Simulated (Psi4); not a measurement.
# Single-point calculation of BHCl2 (part 1 of 2)

System: BHCl2, multiplicity 3, SMILES [H]B(Cl)Cl.
Method: OMP2/def2-TZVP, UHF (Psi4 1.11).

The geometry is that of the parent species in another charge or spin state. The geometry comes from this level: GFN2-xTB.

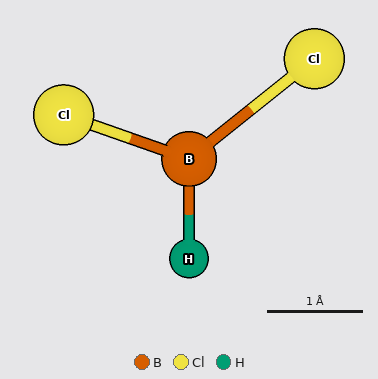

The structure (ball-and-stick view, seen at a tilt). Bond lengths as drawn: B–Cl 1.70 Å and B–H 1.17 Å.

Key numbers:

| quantity | value |
| --- | --- |
| outcome | converged |
| total energy | −944.627790 hartree |
| SCF energy | −944.144817 hartree |
| MP2 energy | −944.617937 hartree |
| correlation energy | −0.482973 hartree |
| basis functions | 111 |
| ⟨S²⟩ | 2.028 |
| hardware | 1 thread of Intel Xeon @ 2.50GHz (Skylake/Cascade Lake), 16 GiB of memory available, shared host |
| wall time | 1.7 min |
| peak memory | 0.51 GiB |

Input file (run_ase.py):
```python
import numpy as np
from ase.calculators.psi4 import Psi4
from ase import Atoms

atoms = Atoms(['B', 'Cl', 'Cl', 'H'], positions=[
    [-0.067270, -0.112350, 0.001160],
    [1.633390, -0.145760, 0.012580],
    [-0.893540, 1.375320, -0.017490],
    [-0.672580, -1.117210, 0.003750],
])
calc = Psi4(atoms=atoms, method='omp2', basis='def2-TZVP', memory='1600MB', num_threads=1, charge=0, multiplicity=3, label='calc', reference='uhf')
calc.psi4.set_options({'puream': True, 'e_convergence': 1e-09, 'd_convergence': 1e-08, 'scf_type': 'pk', 'num_frozen_docc': 11, 'maxiter': 200})
atoms.calc = calc

print(f'energy: {atoms.get_potential_energy():.6f} eV')
```

Launched with:
```bash
python run_ase.py
```

What the program printed:
```
=> Loading Basis Set <=

    Name: DEF2-TZVP
    Role: ORBITAL
    Keyword: BASIS

         ---------------------------------------------------------
                                   SCF
                              UHF Reference
                        1 Threads,   1525 MiB Core
         ---------------------------------------------------------

  ==> Geometry <==

    Molecular point group: c1
    Full point group: C1

    Geometry (in Angstrom), charge = 0, multiplicity = 3:

       Center              X                  Y                   Z               Mass
    ------------   -----------------  -----------------  -----------------  -----------------
         B           -0.365644909783    -0.608153017202     0.003053078391    11.009305360000
         CL           1.335015090217    -0.641563017202     0.014473078391    34.968852682000
         CL          -1.191914909783     0.879516982798    -0.015596921609    34.968852682000
         H           -0.970954909783    -1.613013017202     0.005643078391     1.007825032230

  Running in c1 symmetry.

  Rotational constants: A =      1.61098  B =      0.11082  C =      0.10369 [cm^-1]
  Rotational constants: A =  48296.02261  B =   3322.37270  C =   3108.53124 [MHz]
  Nuclear repulsion =  114.167853199314848

  Charge       = 0
  Multiplicity = 3
  Electrons    = 40
  Nalpha       = 21
  Nbeta        = 19

  ==> Algorithm <==

  SCF Algorithm Type is PK.
  DIIS enabled.
  MOM disabled.
  Fractional occupation disabled.
  Guess Type is SAD.
  Energy threshold   = 1.00e-09
  Density threshold  = 1.00e-08
  Integral threshold = 1.00e-12

  ==> Primary Basis <==

  Basis Set: DEF2-TZVP
    Blend: DEF2-TZVP
    Number of shells: 41
    Number of basis functions: 111
    Number of Cartesian functions: 126
    Spherical Harmonics?: true
    Max angular momentum: 3

  ==> Integral Setup <==

  Using in-core PK algorithm.
   Calculation information:
      Number of atoms:                   4
      Number of AO shells:              41
      Number of primitives:             80
      Number of atomic orbitals:       126
      Number of basis functions:       111

      Integral cutoff                 1.00e-12
      Number of threads:                 1

  Performing in-core PK
  Using 38644872 doubles for integral storage.
  We computed 332406 shell quartets total.
  Whereas there are 371091 unique shell quartets.

  ==> DiskJK: Disk-Based J/K Matrices <==

    J tasked:                  Yes
    K tasked:                  Yes
    wK tasked:                  No
    Memory [MiB]:             1144
    Schwarz Cutoff:          1E-12

  Minimum eigenvalue in the overlap matrix is 1.5408812522E-03.
  Reciprocal condition number of the overlap matrix is 2.8509346915E-04.
    Using symmetric orthogonalization.

  ==> Pre-Iterations <==

  SCF Guess: Superposition of Atomic Densities via on-the-fly atomic UHF (no occupation information).

   -------------------------
    Irrep   Nso     Nmo
   -------------------------
     A        111     111
   -------------------------
    Total     111     111
   -------------------------

  ==> Iterations <==

                        Total Energy        Delta E     RMS |[F,P]|

   @UHF iter SAD:  -944.08484429214013   -9.44085e+02   0.00000e+00
   @UHF iter   1:  -944.11561318839108   -3.07689e-02   1.93807e-03 ADIIS/DIIS
   @UHF iter   2:  -944.13824286677777   -2.26297e-02   6.37809e-04 ADIIS/DIIS
   @UHF iter   3:  -944.14222854609091   -3.98568e-03   2.78862e-04 ADIIS/DIIS
   @UHF iter   4:  -944.14372521663142   -1.49667e-03   1.41314e-04 ADIIS/DIIS
   @UHF iter   5:  -944.14416276105931   -4.37544e-04   7.31335e-05 DIIS
   @UHF iter   6:  -944.14446354754898   -3.00786e-04   5.23905e-05 DIIS
   @UHF iter   7:  -944.14463379738538   -1.70250e-04   3.52287e-05 DIIS
   @UHF iter   8:  -944.14476944177932   -1.35644e-04   2.07216e-05 DIIS
   @UHF iter   9:  -944.14481329667854   -4.38549e-05   7.44479e-06 DIIS
   @UHF iter  10:  -944.14481730640489   -4.00973e-06   2.28769e-06 DIIS
   @UHF iter  11:  -944.14481749022320   -1.83818e-07   6.63800e-07 DIIS
   @UHF iter  12:  -944.14481750187429   -1.16511e-08   2.45268e-07 DIIS
   @UHF iter  13:  -944.14481750398477   -2.11048e-09   1.10017e-07 DIIS
   @UHF iter  14:  -944.14481750469270   -7.07928e-10   9.49978e-08 DIIS
   @UHF iter  15:  -944.14481750546065   -7.67955e-10   9.53966e-08 DIIS
   @UHF iter  16:  -944.14481750545610    4.54747e-12   9.53636e-08 DIIS
   @UHF iter  17:  -944.14481750537936    7.67386e-11   9.50390e-08 DIIS
   @UHF iter  18:  -944.14481750538903   -9.66338e-12   9.51503e-08 DIIS
   @UHF iter  19:  -944.14481750553978   -1.50749e-10   9.53032e-08 DIIS
   @UHF iter  20:  -944.14481750457549    9.64292e-10   9.50615e-08 DIIS
   @UHF iter  21:  -944.14481750379912    7.76367e-10   9.46483e-08 DIIS
   @UHF iter  22:  -944.14481749342838    1.03707e-08   9.16236e-08 DIIS
   @UHF iter  23:  -944.14481744116983    5.22585e-08   8.40408e-08 DIIS
   @UHF iter  24:  -944.14481740634585    3.48240e-08   7.48548e-08 DIIS
   @UHF iter  25:  -944.14481739323310    1.31128e-08   5.02141e-08 DIIS
   @UHF iter  26:  -944.14481738019106    1.30420e-08   7.18053e-08 DIIS
   @UHF iter  27:  -944.14481737961216    5.78893e-10   1.84882e-08 DIIS
   @UHF iter  28:  -944.14481737963297   -2.08047e-11   3.40366e-09 DIIS
  Energy and wave function converged.

  ==> Post-Iterations <==

   @Spin Contamination Metric:   2.811431285E-02
   @S^2 Expected:                2.000000000E+00
   @S^2 Observed:                2.028114313E+00
   @S   Expected:                1.000000000E+00
   @S   Observed:                1.000000000E+00

    Orbital Energies [Eh]
    ---------------------

    Alpha Occupied:

       1A   -104.862320     2A   -104.858958     3A    -10.590784
       4A    -10.587515     5A     -8.062838     6A     -8.059214
       7A     -8.056842     8A     -8.055145     9A     -8.053662
      10A     -8.051954    11A     -7.656499    12A     -1.171637
      13A     -1.125239    14A     -0.798152    15A     -0.639592
      16A     -0.594742    17A     -0.560446    18A     -0.510184
      19A     -0.496398    20A     -0.476863    21A     -0.253241

    Alpha Virtual:

      22A      0.128316    23A      0.167478    24A      0.175005
      25A      0.201931    26A      0.229923    27A      0.278809
      28A      0.293585    29A      0.375490    30A      0.383516
      31A      0.422900    32A      0.439516    33A      0.444519
      34A      0.523685    35A      0.529652    36A      0.540859
      37A      0.542057    38A      0.603634    39A      0.607133
      40A      0.652161    41A      0.660105    42A      0.724968
      43A      0.754953    44A      0.823549    45A      0.861270
      46A      0.904159    47A      0.913017    48A      0.965196
      49A      0.984145    50A      1.003813    51A      1.133336
      52A      1.149587    53A      1.170817    54A      1.238601
      55A      1.345235    56A      1.350548    57A      1.662224
      58A      1.832554    59A      1.860216    60A      1.891952
      61A      1.942346    62A      1.960951    63A      1.994907
      64A      2.052933    65A      2.059059    66A      2.080927
      67A      2.086687    68A      2.110655    69A      2.114044
      70A      2.134153    71A      2.146180    72A      2.152836
      73A      2.161022    74A      2.244441    75A      2.245733
      76A      2.264787    77A      2.350287    78A      2.372846
      79A      2.386787    80A      2.415163    81A      2.447239
      82A      2.532760    83A      2.534070    84A      2.546300
      85A      2.546833    86A      2.554374    87A      2.568328
      88A      2.611381    89A      2.743254    90A      2.786656
      91A      2.841812    92A      2.851630    93A      2.884596
      94A      2.895783    95A      3.086304    96A      3.265786
      97A      3.320202    98A      3.404916    99A      3.416121
     100A      3.576224   101A      3.696159   102A      3.724977
     103A     11.478647   104A     11.489857   105A     11.512453
     106A     11.610582   107A     11.998989   108A     12.001574
     109A     15.408092   110A     25.706385   111A     25.860413

    Beta Occupied:

       1A   -104.857901     2A   -104.854759     3A    -10.586650
       4A    -10.583583     5A     -8.054708     6A     -8.051608
       7A     -8.050733     8A     -8.047640     9A     -8.046850
      10A     -8.044154    11A     -7.638170    12A     -1.132416
      13A     -1.090277    14A     -0.650260    15A     -0.551542
      16A     -0.530288    17A     -0.509036    18A     -0.465238
      19A     -0.423724

    Beta Virtual:

      20A     -0.141912    21A      0.123780    22A      0.143967
      23A      0.182265    24A      0.185806    25A      0.255995
      26A      0.266817    27A      0.304447    28A      0.308457
      29A      0.392283    30A      0.409607    31A      0.462822
      32A      0.463422    33A      0.477441    34A      0.539037
      35A      0.554719    36A      0.555425    37A      0.560833
      38A      0.631404    39A      0.655866    40A      0.672040
      41A      0.711373    42A      0.753416    43A      0.764409
      44A      0.851808    45A      0.914597    46A      0.939797
      47A      0.948830    48A      0.996282    49A      1.010155
      50A      1.021641    51A      1.166854    52A      1.185824
      53A      1.201906    54A      1.262607    55A      1.361799
      56A      1.367114    57A      1.731516    58A      1.878373
      59A      1.894460    60A      1.936835    61A      1.964280
      62A      1.982484    63A      2.032961    64A      2.067989
      65A      2.091289    66A      2.097613    67A      2.108859
      68A      2.121829    69A      2.127894    70A      2.149570
      71A      2.163666    72A      2.177320    73A      2.181891
      74A      2.257316    75A      2.259614    76A      2.281608
      77A      2.373138    78A      2.387230    79A      2.397984
      80A      2.434916    81A      2.453570    82A      2.542686
      83A      2.560855    84A      2.568501    85A      2.569218
      86A      2.575486    87A      2.586304    88A      2.631006
      89A      2.762114    90A      2.803233    91A      2.861378
      92A      2.875528    93A      2.898729    94A      2.913602
      95A      3.118415    96A      3.284800    97A      3.337818
      98A      3.423761    99A      3.454031   100A      3.586882
     101A      3.708038   102A      3.746028   103A     11.484380
     104A     11.500509   105A     11.518165   106A     11.622619
     107A     12.002458   108A     12.005072   109A     15.420837
     110A     25.712112   111A     25.866239

    Final Occupation by Irrep:
              A
    DOCC [    19 ]
    SOCC [     2 ]
    NA   [    21 ]
    NB   [    19 ]

  @UHF Final Energy:  -944.14481737963297

   => Energetics <=

    Nuclear Repulsion Energy =            114.1678531993148482
    One-Electron Energy =               -1530.9335864069012132
    Two-Electron Energy =                 472.6209158279534108
    Total Energy =                       -944.1448173796329684

  UHF NO Occupations:
  HONO-2 :   19  A 1.9947634
  HONO-1 :   20  A 1.0000000
  HONO-0 :   21  A 1.0000000
  LUNO+0 :   22  A 0.0052366
  LUNO+1 :   23  A 0.0037209
  LUNO+2 :   24  A 0.0020663
  LUNO+3 :   25  A 0.0014928

Computation Completed

Properties will be evaluated at   0.000000,   0.000000,   0.000000 [a0]

Properties computed using the SCF density matrix

 Multipole Moments:

 ------------------------------------------------------------------------------------
     Multipole            Electronic (a.u.)      Nuclear  (a.u.)        Total (a.u.)
 ------------------------------------------------------------------------------------

 L = 1.  Multiply by 2.5417464519 to convert [e a0] to [Debye]
 Dipole X            :          0.4808553           -0.6925400           -0.2116847
 Dipole Y            :          0.7478013           -1.1500130           -0.4022117
 Dipole Z            :         -0.0030539            0.0034074            0.0003536
 Magnitude           :                                                    0.4545160

 ------------------------------------------------------------------------------------

	total time  =          6 seconds =       0.10 minutes
  Constructing Basis Sets for DFOCC...

   => Loading Basis Set <=

    Name: (DEF2-TZVP AUX)
    Role: JKFIT
    Keyword: DF_BASIS_SCF

   => Loading Basis Set <=

    Name: (DEF2-TZVP AUX)
    Role: RIFIT
    Keyword: DF_BASIS_CC
```
